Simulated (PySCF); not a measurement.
# CH3N, SMILES `C#N.[H][H]`: electronic structure

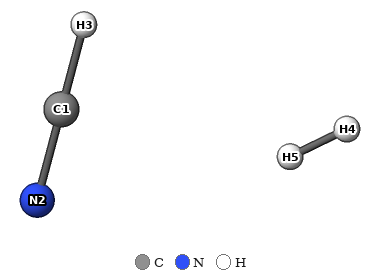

The molecule, with its atoms numbered as below. The pair's geometry is semi-empirical, so its contact may be too short or too long.

Coordinates in Å:

```
C1       0.1628   -0.4980    0.0000
N2       0.7095    0.5000    0.0000
H3      -0.3445   -1.4271    0.0000
H4      -3.1761    0.3606    0.0000
H5      -2.4223    0.5544    0.0000
```

## 1. Bonding charge

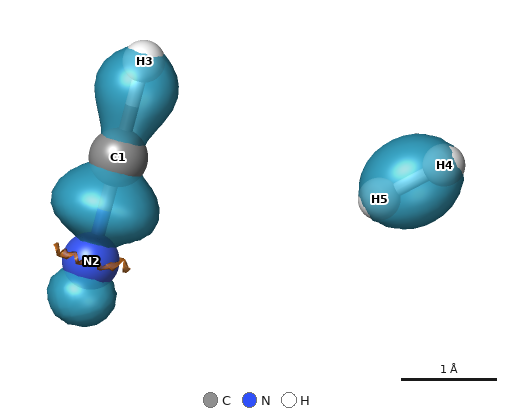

Deformation density (molecule less spherical, spin-averaged free atoms at the same positions), surfaces at ±0.2 e/Å³; light blue: gain, orange: loss.

Computed with PySCF, CAM-B3LYP/def2-SVPD, geometry: GFN2-xTB.

**Describe the bonding that the map shows.**

C1–N2: +0.94 e/Å³ at the bond critical point (bond length 1.14 Å). C1–H3: +0.78 e/Å³ at the bond critical point (bond length 1.06 Å). H4–H5: +0.75 e/Å³ at the bond critical point (bond length 0.78 Å). In all, 1.1 electrons gather in the regions of gain relative to the promolecule.

**Where do the Hirshfeld charges lie?**

The highest Hirshfeld charge is on H3 (+0.13 e), the lowest on N2 (−0.19 e).

## 2. Bond critical points

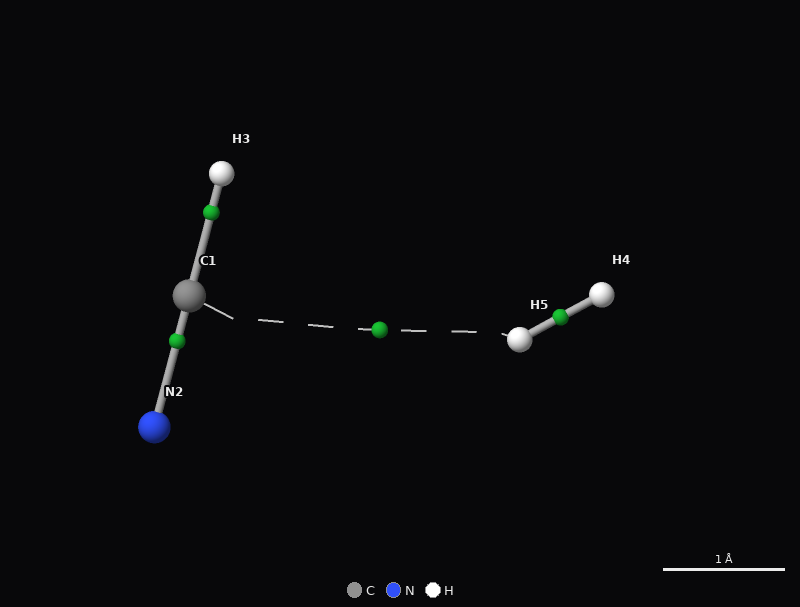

Molecular graph of the electron density (QTAIM): bond paths, bond critical points (green), ring points (magenta, if any); weak paths are dashed.

**How many critical points of each kind are there, and does the count close?**

5 nuclei, 4 bond, 0 ring and 0 cage critical points: 5 − 4 + 0 − 0 = 1, as the Poincaré–Hopf relation requires.

**Give the properties at the bond critical points.**

```tsv
bond	length (Å)	ρ (a.u.)	∇²ρ (a.u.)	ε	H (a.u.)
C1–N2	1.138	0.488	+0.42	0.00	−0.918
C1–H3	1.059	0.290	−1.26	0.00	−0.340
H4–H5	0.778	0.239	−1.16	0.00	−0.290
C1–H5	2.791	0.005	+0.02	0.23	+0.001
```

**What kind of interaction is H4–H5?**

Shared-shell (covalent): ρ = 0.239, ∇²ρ = −1.16, H = −0.290 a.u.

**Are there bond paths between atoms that aren't covalently bonded?**

Yes: C1–H5 (2.79 Å, ρ = 0.005).

## 3. Local ionisation energy

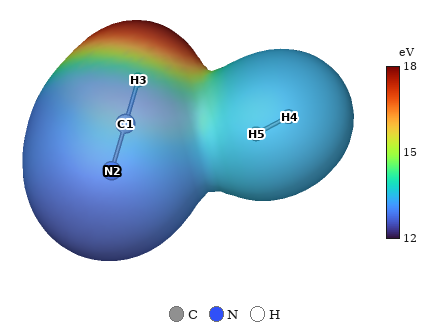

Average local ionisation energy on the surface of electron density 0.001 a.u.

**Where are the most loosely bound electrons on this surface?**

The lowest value is 12.6 eV, 1.9 Å from N2. Further minima include 13.4 eV, 1.4 Å from H4. For comparison, the highest occupied orbital lies at −12.0 eV.

**What volume does the surface enclose, and what is the dipole moment?**

About 61 Å³; the dipole moment is 3.0 D.

## 4. Weak contacts

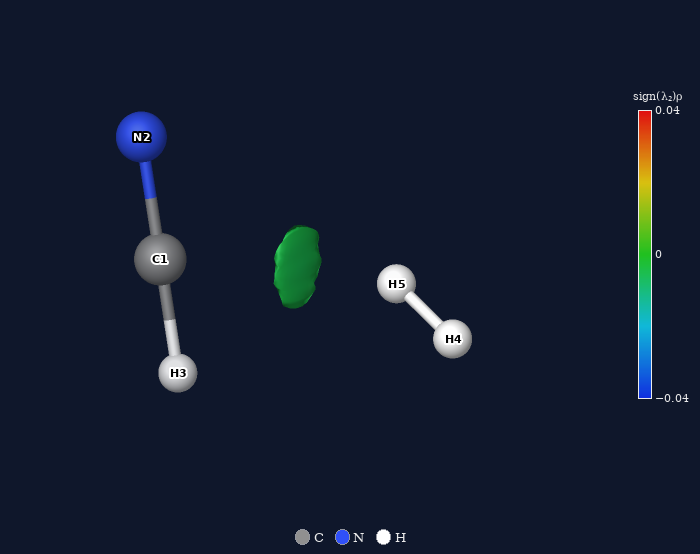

Non-covalent interaction surfaces between the fragments (reduced density gradient s = 0.5, coloured by sign(λ₂)ρ in a.u.; trimmed to the region between the fragments where ρ is under 0.06 a.u.). Fragment A: HCN (atoms 1–3); fragment B: H2.

Level of theory: CAM-B3LYP/def2-SVPD (PySCF), at a geometry from GFN2-xTB.

**How strongly are they bound?**

The counterpoise-corrected interaction energy of the frozen fragments is 0.0 kcal/mol without dispersion correction and −0.3 kcal/mol with D3(BJ). The pair geometry is semi-empirical, not a minimum at this level.
